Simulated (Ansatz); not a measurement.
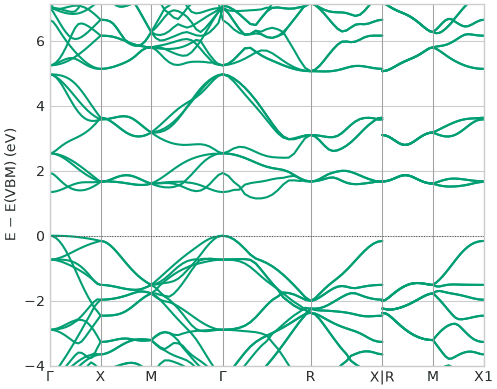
Figure. Band structure from plane-wave PAW r²SCAN (Ansatz code)

Problem. Read off the gap and where the band edges lie.

Solution. About 1.1 eV (1.14 eV by a search for the band edges); maximum at Γ, minimum on the Γ–R line, 41 % of the way from Γ.

Problem. Pick the material that matches.
A) ZnSe2, Pa-3 (Zn on 4a, Se on 8c)
B) SnO2, Pa-3 (Sn on 4a, O on 8c)
C) Cu2O, Pn-3m (Cu on 4c, O on 2a)
D) KTaO3, cubic perovskite

Solution. A, ZnSe2, Pa-3 (Zn on 4a, Se on 8c)

The first step of the workflow began from a Materials Project structure, measured or hypothetical; the Crystallography Open Database copy checked does not list it. Its standing as an ambient phase is unchecked. The r²SCAN relaxation kept the symmetry of its start; whether a distortion lowers the energy is not shown. Scalar-relativistic: spin–orbit coupling is off unless named, which matters more the heavier the elements.

Potentials: the later of the program's two PAW sets.
